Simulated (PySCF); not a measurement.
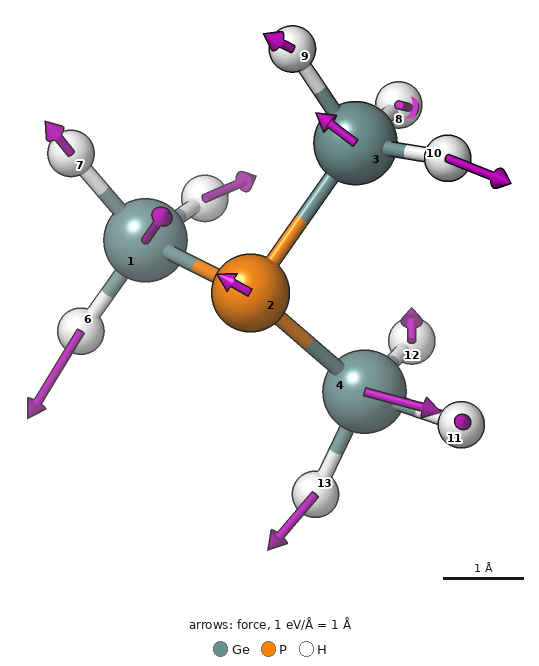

Starting geometry of Ge₃PH₉ with the computed forces as purple arrows. Style: ball-and-stick. Shown from a free direction.

The start comes from GFN2-xTB. Its atoms were then displaced at random by about 0.01 Å.

The calculation used PySCF 2.14.0, density-fitted response routines, PBE0-D3(BJ)/def2-SVP geometry optimisation, gas phase. 

What follows when this structure is relaxed?

It isn't relaxed: the largest force vector, on an H atom, is 1.34 eV/Å. The final displacements follow the starting forces only in part (cosine between the two patterns 0.77). The largest moves after the best rigid fit, 0.073 Å, are those of Ge and H atoms. Largest moves by element: H 0.073 Å, Ge 0.073 Å, P 0.040 Å. Some distances before and after: Ge–H 1.473 → 1.539 Å, Ge–P 2.269 → 2.324 Å, Ge–H 1.493 → 1.543 Å, Ge–H 1.517 → 1.543 Å. Bond angles that change, for instance: P–Ge–H 117.9° → 112.4°, H–Ge–H 104.1° → 109.4°, H–Ge–H 104.5° → 109.5°. The energy falls by 5.90 kcal/mol in 4 geometry steps. The run took 82 s on 1 thread of Arm Neoverse V2, on a shared host.
